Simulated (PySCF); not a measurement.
# [Ce(NH3)6]4+: forces at shaken geometries

Aim: move all atoms of relaxed [Ce(NH3)6]4+ at random and read energies and forces. The species was built from a template and needn't be a known compound.

Program: PySCF 2.14.0. Level of theory: BP86, Ce lcecp-2-SVP with ECP46, N def2-SVP, H def2-SVP; scalar-relativistic core potentials, no spin–orbit coupling. These are calculated values, not measurements.

4 further runs of the same task are left out: 2 for a known fault of the program, 2 that didn't finish.

## (1) The system as given

25 atoms, charge 4, spin multiplicity 1.

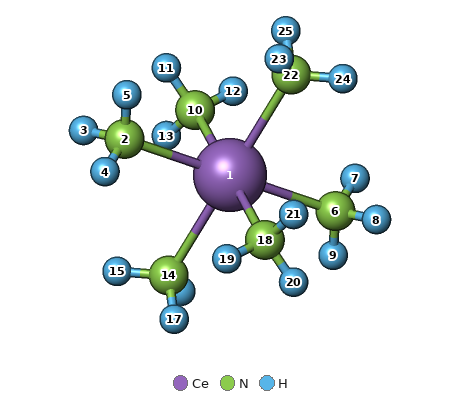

The geometry (cerium purple, nitrogen green, hydrogen blue); atoms are numbered from 1 in the order of the file.

Coordinates:

```xyz
25
CeH18N6
Ce    0.00000    0.00000    0.00000
N     0.02681    0.03103    2.53634
H     0.84465    0.50634    2.98758
H    -0.78089    0.50526    3.00663
H     0.03304   -0.90172    3.01454
N    -0.02681   -0.03103   -2.53634
H     0.78089   -0.50526   -3.00663
H    -0.84465   -0.50634   -2.98758
H    -0.03304    0.90172   -3.01454
N     2.53627   -0.00204    0.00590
H     2.99901   -0.47182    0.82071
H     3.00766   -0.46926   -0.80518
H     3.00144    0.93726    0.00843
N    -0.00002    2.53597    0.02948
H     0.37996    2.99047    0.89408
H     0.55089    3.01458   -0.72300
H    -0.93486    3.00125   -0.06193
N    -2.53627    0.00204   -0.00590
H    -3.00766    0.46926    0.80518
H    -2.99901    0.47182   -0.82071
H    -3.00144   -0.93726   -0.00843
N     0.00002   -2.53597   -0.02948
H    -0.55089   -3.01458    0.72300
H    -0.37996   -2.99047   -0.89408
H     0.93486   -3.00125    0.06193
```

Formal oxidation states: Ce +4. The 4f shell is empty and lies in the core potential. An earlier session relaxed this geometry at BP86, Ce lcecp-2-SVP with ECP46, N def2-SVP, H def2-SVP (singlet, point group Ci). Its vibrations showed it to be a saddle point, relaxed within its symmetry.

Its energy there is -376.232666 Eh.

## (2) Atoms moved at random, σ = 0.1 Å

File run.py (the lines that set the calculation):

```python
mol = gto.M(atom='''
Ce     0.20482     0.11664     0.01273
N      0.01154     0.04360     2.42720
H      0.84149     0.37966     3.09621
H     -0.65199     0.70894     3.04363
H     -0.10962    -0.89915     2.99414
N      0.06901    -0.03070    -2.60092
H      0.68625    -0.75333    -3.20081
H     -0.74232    -0.34798    -2.89709
H     -0.05462     0.83606    -3.06435
N      2.55355     0.02913    -0.02475
H      3.09906    -0.74197     0.92330
H      2.82521    -0.57651    -0.76184
H      3.04119     1.15611    -0.00486
N     -0.14441     2.49974     0.03335
H      0.25242     3.05106     0.98583
H      0.43830     3.19123    -0.85259
H     -0.94101     3.00717    -0.11080
N     -2.60384    -0.08128     0.09597
H     -2.98740     0.48458     0.81504
H     -2.90663     0.44258    -0.77845
H     -2.99665    -0.96222    -0.03588
N      0.06554    -2.48691     0.00934
H     -0.57801    -3.18891     0.67265
H     -0.39215    -3.03542    -0.86667
H      1.02028    -2.84212     0.08962''',
    basis={'Ce': 'lcecp-2-SVP', 'N': 'def2-SVP', 'H': 'def2-SVP'},
    ecp={'Ce': 'lcecp-2-SVP'},
    charge=4, spin=0)
mf = dft.RKS(mol, xc='B88,P86')
mf.grids.atom_grid = (50, 194)  # f atoms: unpruned, at least (60, 302)
mf = mf.density_fit()  # fitting sets: Ce AutoAux, N def2-universal-JKFIT, H def2-universal-JKFIT
mf.conv_tol = 1e-08; mf.max_cycle = 55
mf.kernel(dm0)  # dm0: the density of the relaxed state
```

Command:

```sh
$ OMP_NUM_THREADS=4 python run.py
```

## (3) Atoms moved at random, σ = 0.03 Å

File run.py (the lines that set the calculation):

```python
mol = gto.M(atom='''
Ce     0.00385     0.02078     0.04119
N      0.07375    -0.00599     2.51567
H      0.86313     0.54070     3.00309
H     -0.78080     0.50209     3.04062
H      0.07293    -0.90654     2.99190
N     -0.01756    -0.04147    -2.51023
H      0.77480    -0.51228    -2.97513
H     -0.82576    -0.50545    -2.96430
H     -0.09317     0.89683    -3.09080
N      2.48081     0.01951    -0.00333
H      2.98214    -0.47006     0.77434
H      2.97190    -0.48540    -0.77820
H      3.03657     0.92590    -0.01130
N      0.01815     2.55317     0.05676
H      0.39480     3.01598     0.90241
H      0.52565     2.93278    -0.74342
H     -0.93702     3.01482    -0.08163
N     -2.54764    -0.02363    -0.00016
H     -2.99041     0.48665     0.80039
H     -3.03648     0.44759    -0.82228
H     -2.99800    -0.94778    -0.05945
N     -0.01969    -2.53701    -0.04757
H     -0.58239    -2.99530     0.76081
H     -0.32434    -2.94082    -0.87615
H      0.95478    -2.98506     0.07676''',
    basis={'Ce': 'lcecp-2-SVP', 'N': 'def2-SVP', 'H': 'def2-SVP'},
    ecp={'Ce': 'lcecp-2-SVP'},
    charge=4, spin=0)
mf = dft.RKS(mol, xc='B88,P86')
mf.grids.atom_grid = (50, 194)  # f atoms: unpruned, at least (60, 302)
mf = mf.density_fit()  # fitting sets: Ce AutoAux, N def2-universal-JKFIT, H def2-universal-JKFIT
mf.conv_tol = 1e-08; mf.max_cycle = 55
mf.kernel(dm0)  # dm0: the density of the relaxed state
```

## (4) Atoms moved at random, σ = 0.15 Å

File run.py (the lines that set the calculation):

```python
mol = gto.M(atom='''
Ce    -0.14332    -0.04783     0.00917
N      0.01941     0.19822     2.52931
H      0.74266     0.17845     3.00221
H     -0.70495     0.63019     3.09411
H     -0.06659    -0.82714     3.06419
N      0.39096    -0.18038    -2.45990
H      0.83297    -0.71678    -3.11885
H     -0.64108    -0.48872    -3.08923
H     -0.24925     0.84016    -2.84381
N      2.52947     0.09038     0.26552
H      2.94499    -0.55861     0.84774
H      3.09913    -0.65242    -0.81803
H      2.95176     1.21360     0.28475
N     -0.03294     2.46623    -0.06080
H      0.30651     3.12003     1.24789
H      0.59008     3.13036    -0.65927
H     -0.78155     3.03865     0.09389
N     -2.42363     0.18217    -0.19265
H     -3.04613     0.54555     0.44765
H     -2.97537     0.46447    -0.97657
H     -2.94277    -0.76878    -0.09909
N      0.00102    -2.59562    -0.25450
H     -0.71100    -3.03135     0.65143
H     -0.42521    -3.25959    -0.99811
H      0.73484    -2.97123     0.03296''',
    basis={'Ce': 'lcecp-2-SVP', 'N': 'def2-SVP', 'H': 'def2-SVP'},
    ecp={'Ce': 'lcecp-2-SVP'},
    charge=4, spin=0)
mf = dft.RKS(mol, xc='B88,P86')
mf.grids.atom_grid = (50, 194)  # f atoms: unpruned, at least (60, 302)
mf = mf.density_fit()  # fitting sets: Ce AutoAux, N def2-universal-JKFIT, H def2-universal-JKFIT
mf.conv_tol = 1e-08; mf.max_cycle = 55
mf.kernel(dm0)  # dm0: the density of the relaxed state
```

**Question.** What will these runs give? Wanted: for each run, σ; energy rise; harmonic estimate −½ F·u; largest force component.

As calculated:

| σ (Å) | energy rise (eV) | harmonic estimate −½ F·u (eV) | largest force component (eV/Å) |
| --- | --- | --- | --- |
| 0.1 | 4.871 | 4.449 | 6.69 |
| 0.03 | 0.544 | 0.547 | 4.19 |
| 0.15 | 10.496 | 8.274 | 12.98 |

Every displacement raises the energy. For a harmonic well the rise equals −½ F·u; the two differ by at most 21 % here (a move with σ = 0.15 Å), from anharmonicity, the grid and the small forces left at the relaxed point. The bases are small and lack diffuse functions. Spin–orbit coupling is left out.
